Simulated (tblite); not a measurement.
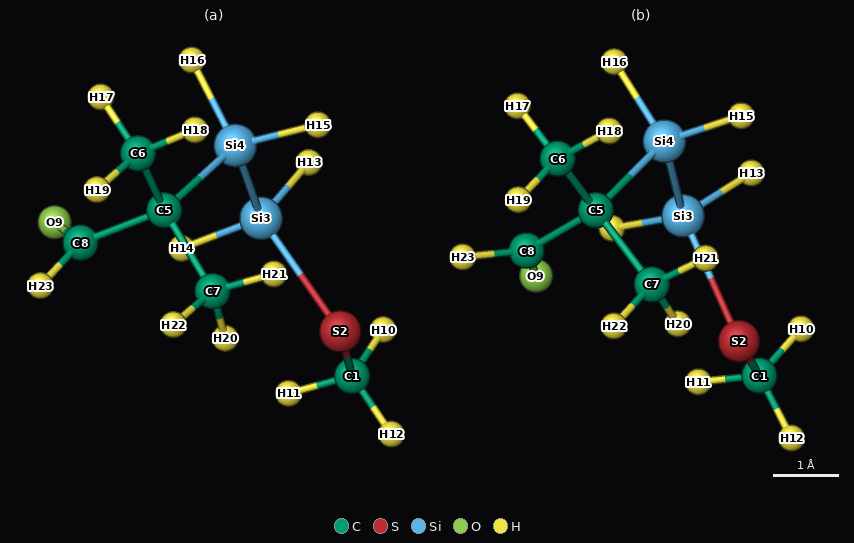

The structure of C₅H₁₄OSSi₂ before (left) and after (right) a relaxation, at one scale.

A ball-and-stick model, seen from a free direction.

These are results of tblite 0.8.0, GFN2-xTB geometry optimisation, gas phase, not measurements. 

Question: What changed between the two?

Answer: The atom that moves furthest after the best rigid fit is O9 (1.19 Å). By element the largest moves are O 1.19 Å, H 0.54 Å, S 0.47 Å, C 0.36 Å, Si 0.10 Å. Near-neighbour distances that change, for instance: C5–C8 1.525 → 1.486 Å, Si4–H16 1.507 → 1.471 Å, C5–C6 1.553 → 1.524 Å, Si3–H14 1.481 → 1.459 Å. Among the angles between lasting bonds that change: Si3–Si4–H15 110.6° → 118.9°, Si4–Si3–H14 113.9° → 121.5°, Si4–C5–C8 113.2° → 106.2°. Groups turn about C5–C8 by about 45°. The energy falls by 4.95 kcal/mol in 230 geometry steps. Cost: 9.7 s on 1 thread of Intel(R) Xeon(R) Processor @ 2.50GHz, with other jobs on the host.
